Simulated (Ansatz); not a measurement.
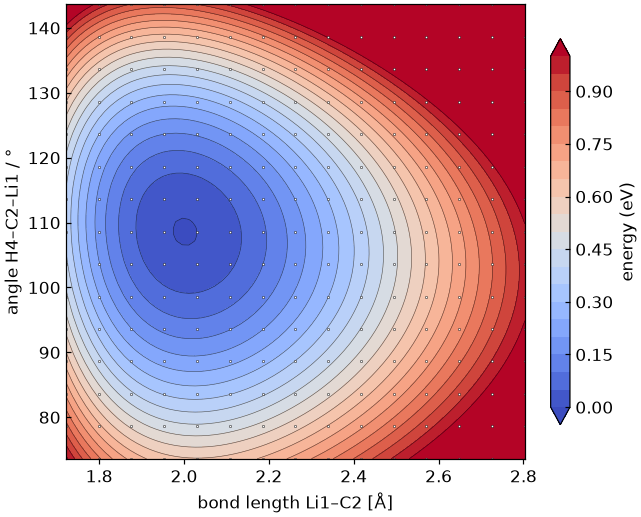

Energy landscape of C₂H₅Li, SMILES [Li][CH2]C. 
- First axis: bond length Li1–C2. Second axis: angle H4–C2–Li1.
- Nothing is relaxed (all other coordinates rigid).
- The scan uses a 15 × 15 grid.
- Points are written as (first, second).
- Energies are in eV, from the lowest grid point.
- These are results of RHF/def2-TZVP in Ansatz 0.2.0, not measurements.

In the figure: filled contours, dots at the grid points, one colour for all values above the top of the scale. Between grid points the surface is interpolated. 

> What does the map say about the system?

The lowest grid point is at (2.031 Å, 108.6°). It is the only kind of minimum in the scanned range. The highest grid point, (2.803 Å, 143.6°), lies 2.09 eV above the lowest. Round the minimum the two coordinates are weakly coupled (coupling 0.09 in units of the two stiffnesses).

The values on the grid:

```csv
"angle H4–C2–Li1 ↓, bond length Li1–C2 →",1.722,1.799,1.876,1.953,2.031,2.108,2.185,2.262,2.339,2.417,2.494,2.571,2.648,2.726,2.803
143.6,1.15,0.98,0.90,0.87,0.90,0.96,1.04,1.15,1.27,1.40,1.53,1.67,1.81,1.95,2.09
138.6,0.92,0.75,0.66,0.63,0.65,0.71,0.79,0.89,1.00,1.13,1.26,1.40,1.54,1.68,1.81
133.6,0.74,0.56,0.46,0.43,0.44,0.50,0.57,0.67,0.78,0.91,1.04,1.17,1.31,1.45,1.58
128.6,0.60,0.41,0.31,0.27,0.28,0.33,0.40,0.50,0.61,0.73,0.85,0.99,1.12,1.26,1.39
123.6,0.49,0.30,0.19,0.15,0.16,0.20,0.27,0.36,0.47,0.59,0.71,0.84,0.97,1.11,1.24
118.6,0.43,0.23,0.11,0.07,0.07,0.11,0.17,0.26,0.37,0.48,0.60,0.73,0.86,0.99,1.12
113.6,0.39,0.19,0.07,0.02,0.02,0.05,0.12,0.20,0.30,0.41,0.53,0.66,0.78,0.91,1.04
108.6,0.39,0.18,0.06,0.01,0.00,0.03,0.09,0.17,0.27,0.38,0.49,0.61,0.74,0.86,0.99
103.6,0.41,0.20,0.08,0.02,0.01,0.04,0.10,0.18,0.27,0.37,0.49,0.60,0.72,0.85,0.97
98.6,0.46,0.25,0.13,0.07,0.06,0.08,0.14,0.21,0.30,0.40,0.51,0.62,0.74,0.86,0.98
93.6,0.54,0.33,0.20,0.14,0.13,0.15,0.20,0.27,0.35,0.45,0.56,0.67,0.78,0.89,1.01
88.6,0.63,0.42,0.30,0.23,0.22,0.24,0.28,0.35,0.43,0.53,0.63,0.73,0.84,0.95,1.06
83.6,0.74,0.53,0.41,0.35,0.33,0.35,0.39,0.46,0.53,0.62,0.72,0.82,0.93,1.03,1.14
78.6,0.87,0.66,0.54,0.48,0.46,0.48,0.52,0.58,0.65,0.74,0.83,0.93,1.03,1.13,1.23
73.6,1.01,0.81,0.69,0.62,0.60,0.62,0.66,0.72,0.79,0.87,0.96,1.05,1.14,1.24,1.34
```

Time for the 225 points that were run: 6.1 min on 1 thread of Arm Neoverse N1 (shared host).
